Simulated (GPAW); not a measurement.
**revPBE/real-space grid (scalar-relativistic datasets) run of SiSbH4F (SMILES [F][SbH][SiH3])**

Wanted: ionisation energies of SiSbH4F. 

Program for the calculation: GPAW 26.7.0.

**1. The structure to begin with**

SiSbH4F has 7 atoms, charge 0, and is taken as a singlet. As SMILES, `[F][SbH][SiH3]`. The shape comes from GFN2-xTB, which is rough for such elements, and wasn't checked as a minimum.

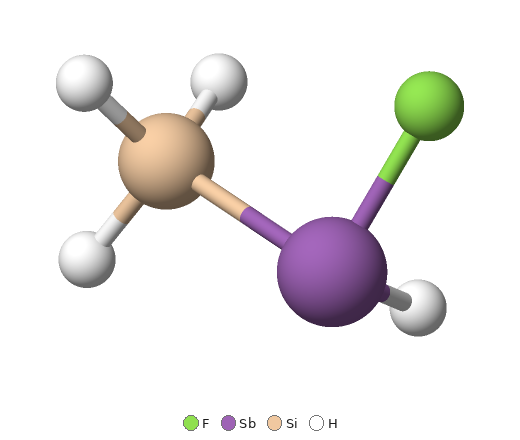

Viewed from a chosen angle; fluorine green, antimony purple, silicon light orange, hydrogen white.

**2. Ionisation energies at revPBE/real-space grid (scalar-relativistic datasets)**

ipea.py reads:

```python
from ase import Atoms
from gpaw import GPAW

# Set up the molecule
molecule = Atoms(['F', 'Sb', 'Si', 'H', 'H', 'H', 'H'],
    positions=[[ -0.525430,  -2.089490,   1.099560],
               [ -1.546210,  -0.773760,  -0.053710],
               [  0.450310,   0.827660,   0.076640],
               [ -0.842910,  -1.513390,  -1.428590],
               [  1.750620,   0.201900,  -0.138240],
               [  0.448950,   1.481820,   1.384490],
               [  0.264680,   1.865260,  -0.940140]])
molecule.center(vacuum=4.5)

energies = {}
for name, charge, unpaired in [('neutral', 0, 0), ('oxidised', 1, 1)]:
    molecule.set_initial_magnetic_moments([unpaired / len(molecule)] * len(molecule))
    calc = GPAW(mode='fd',
                h=0.18,
                xc='revPBE',
                charge=charge,
                occupations={'name': 'fermi-dirac', 'width': 0.0, 'fixmagmom': unpaired > 0},
                maxiter=100,
                symmetry='off',
                txt='-')
    molecule.calc = calc
    energies[name] = molecule.get_potential_energy()
    print(f'{name:10} {energies[name]:12.5f} eV')

ip = energies['oxidised'] - energies['neutral']
print(f'Vertical IP             {ip:.3f} eV')
```

The run is started by

```console
$ python ipea.py
```

Standard output:

```text
[...]
Number of symmetries: 1
[...]
  Number of IBZ points: 1
[...]
Spin-components: 1 (collinear spins)
Bands:           21
[...]
  Valence electrons: 30.0
[...]
  Grid points: [68 72 64]
  Charge: 0.0  # |e|
[...]
    cutoffs:
[...]
occupation numbers:
  # Zero width
[...]
xc functional:
  name: revPBE with 2 nearest neighbor stencil
[...]
|iter     |     time |      energy | eigst |  dens |
[...]
|iter:   1| 00:00:04 |  -28.634971 | +0.96 |       |
[...]
Converged in 14 steps
[...]
dipole moment: (-0.269995, 0.402719, -0.305837)  # |e|*Ang
Fermi level: -4.698
[...]
|iter:  15| 00:01:30 |  -17.130739c| -7.53c| -5.53c|  +1.0000|
Converged in 15 steps
[...]
Energy contributions relative to reference atoms: (reference = -186943.312424)
Energy contributions:
  Kinetic:          19.551093
  Coulomb:         -21.206816
  Zero:              0.292225
  External:          0.000000
  Xc:              -15.767242
  Entropy:           0.000000
  Spinorbit:         0.000000
  ----------------------------
  Free energy:     -17.130739
  Extrapolated:    -17.130739
[...]
Total magnetic moment: (0.000000, 0.000000, 1.000000)
Local magnetic moments
|        x |        y |        z |
|----------|----------|----------|
| 0.000000 | 0.000000 | 0.103231 |  # F    0
| 0.000000 | 0.000000 | 0.246026 |  # Sb   1
| 0.000000 | 0.000000 | 0.113938 |  # Si   2
| 0.000000 | 0.000000 | 0.003329 |  # H    3
| 0.000000 | 0.000000 | 0.008897 |  # H    4
| 0.000000 | 0.000000 | 0.001157 |  # H    5
| 0.000000 | 0.000000 | 0.010601 |  # H    6
Fermi levels: -10.535, -12.652
Eigenvalues  # (at kpt = [0.000, 0.000, 0.000])
| band index |      eig [eV] | occ [0-1] |      eig [eV] | occ [0-1] |
|------------|---------------|-----------|---------------|-----------|
|          0 |       -40.975 |     1.000 |       -40.890 |     1.000 |
|        ... |               |           |               |           |
|          7 |       -18.768 |     1.000 |       -18.527 |     1.000 |
|          8 |       -15.727 |     1.000 |       -15.582 |     1.000 |
|          9 |       -15.101 |     1.000 |       -14.890 |     1.000 |
|         10 |       -15.046 |     1.000 |       -14.636 |     1.000 |
|         11 |       -14.200 |     1.000 |       -14.072 |     1.000 |
|         12 |       -14.091 |     1.000 |       -13.994 |     1.000 |
|         13 |       -13.458 |     1.000 |       -13.277 |     1.000 |
|         14 |       -13.139 |     1.000 |       -12.164 |     0.000 |
|         15 |        -8.907 |     0.000 |        -8.624 |     0.000 |
|         16 |        -7.249 |     0.000 |        -6.779 |     0.000 |
[...]
Gap: 3.257 eV
Transition (v -> c):
  (s=1, k=0, n=14, [0.00, 0.00, 0.00]) -> (s=0, k=0, n=15, [0.00, 0.00, 0.00])
No difference between direct/indirect transitions
vacuum-level: 0.000  # V
oxidised      -17.13074 eV
Vertical IP             9.320 eV
```

Wall time 90 s (1 thread of Arm Neoverse V1, shared host); peak memory 1.6 GiB.

**3. Outcome**

Level: revPBE/real-space grid (scalar-relativistic datasets).

| quantity | value |
| --- | --- |
| first ionisation energy | 9.32 eV |
